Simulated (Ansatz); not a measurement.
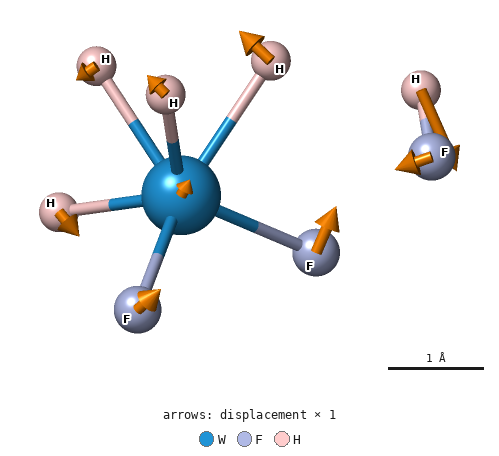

This is a relaxation of WH$_{5}$F$_{3}$. The starting structure is drawn; orange arrows show the displacements, at their true length. The two geometries are superimposed by the best rigid fit.

Style: ball-and-stick. Shown at a tilt.

The run prepares an end point of a later path (reaction) calculation, from a guessed geometry.

All numbers below come from RHF/def2-SVP in Ansatz. Set-up: no spin polarisation; force threshold 0.03 eV/Å; at most 50 steps.

### What did the optimiser do to the structure, and how much energy did it gain?

The atom that moves furthest after the best rigid fit is an H atom (0.94 Å). By element the largest moves are H 0.94 Å, F 0.54 Å, W 0.20 Å. Among the contacts that change: F–W 3.045 → 2.541 Å, H–W 1.703 → 1.662 Å, F–W 1.875 → 1.902 Å, F–W 1.865 → 1.876 Å. Among the angles between lasting bonds that change: F–W–F 112.9° → 118.7°, H–W–F 122.5° → 118.6°, F–W–H 101.5° → 98.7°. The energy falls by 26.5 kJ/mol in 13 accepted moves (19 points after the start). The largest force component goes from 0.56 to 0.024 eV/Å. The line search rejected the trial steps at points 2, 8, 12, 14, 15, 18 of the run.

Limits of the set-up: Hartree-Fock leaves out electron correlation.
